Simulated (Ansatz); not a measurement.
Fields on a plane of PdF4 (space group Fdd2)

```
PdF4
1.0
    0.00000     4.65511     2.97328
    4.60831     0.00000     2.97328
    4.60831     4.65511     0.00000
Pd F
2 8
Cartesian
  4.60831   4.65511   4.38960
  6.91247   6.98266   5.87624
  7.89795   6.07416   4.61012
  5.92698   7.89115   4.61012
  3.62283   3.74661   3.12348
  5.59379   5.56360   3.12348
  0.97736   5.55667   2.93852
  8.23926   3.75354   2.93852
  1.32680   3.22912   1.45188
  3.28151   1.42598   1.45188
```

The slice is a (0 1 -1) plane (indices of the conventional cell) through the point (0.535, 0.516, 0.270) (fractional), spanned by u = [100] and v = [1 -1 -1] in vectors of this cell: u (5.52 Å) and v (9.22 Å, at 90° to u). It covers one period; positions are fractions (u, v).

Atoms on it: F at (0.50, 0.54); F at (0.00, 0.00); F at (0.98, 0.50), 0.2 Å off the plane; F at (0.48, 0.04), 0.2 Å off the plane. Other atoms lie within 1 Å of the plane.

Level of theory: PBEsol (plane waves to 420 eV, PAW, scalar-relativistic; Ansatz, a quantum-chemistry and plane-wave program). k mesh 8×8×8. These are valence fields of a PAW run, semicore shells included where kept as valence: close to a nucleus they are smooth pseudo fields. PdF4 is run without spin polarisation and with no Hubbard U. PdF4 was relaxed with its symmetry unable to fall.

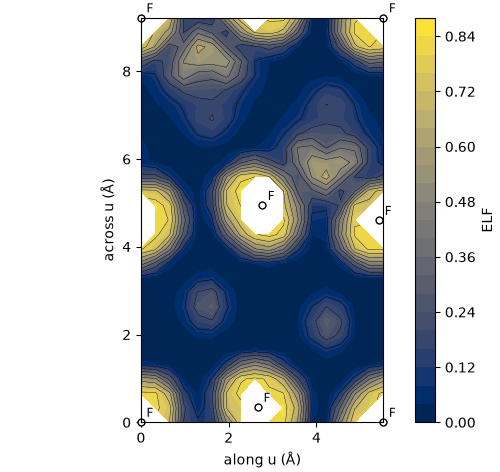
Figure. Electron localisation function (ELF), one period of the plane, atoms marked. Points within 0.4 Å of a nucleus are left white, as the pseudised field means little there.

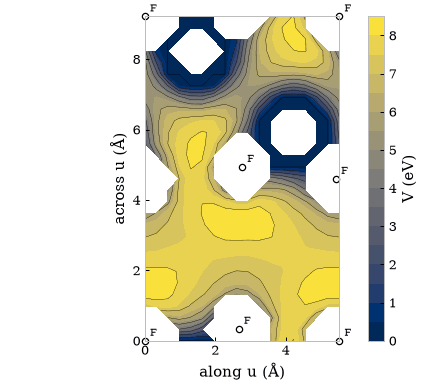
Figure: Electrostatic potential energy of an electron, from the cell's mean, in eV, one period of the plane, atoms marked. Points within 0.8 Å of a nucleus are left white, as the pseudised field means little there. Values under 0 eV are set to 0. The zero, the cell's mean, hangs on the PAW cores.
